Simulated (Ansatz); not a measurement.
```xyz
6

As   -0.2633    1.4331    0.1592
As    0.9400   -0.3848   -1.0090
As   -1.1277   -0.9038    0.2453
H     0.6402    1.2743    1.4018
H     0.1195   -0.1282   -2.2934
H    -0.3086   -1.2906    1.4963
```

Geometry: PBE-D4/def2-SVP.

Computed with Ansatz, RKS PBE0-D4/def2-TZVP.

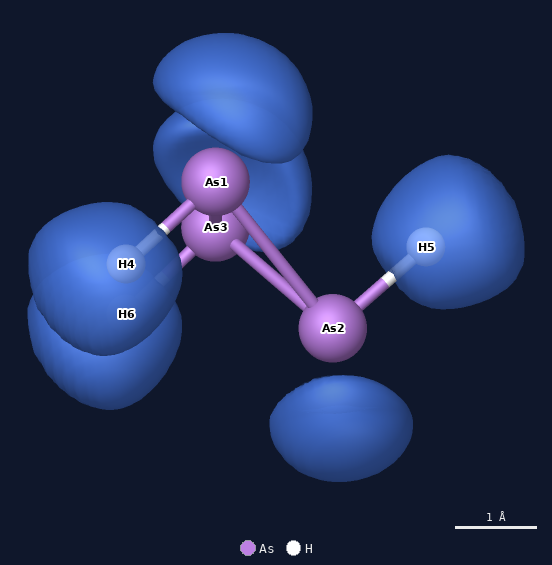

As$_{3}$H$_{3}$. Isosurface of the ELF at 0.85 (blue), seen from one side. Only the valence region is drawn (cores and ρ < 0.01 e/Å³ removed).

Where are the electrons localised?

Answer. The ELF exceeds this value in three regions around hydrogen nuclei and three lobes on As, pointing away from the bonds (lone pairs). Along the contacts the grid gives the following. As–As (2.47 Å): the ELF peaks at about 0.75 between the atoms. As–H (1.54 Å): the ELF climbs to about 1 towards the hydrogen, as it does in any bond to H.
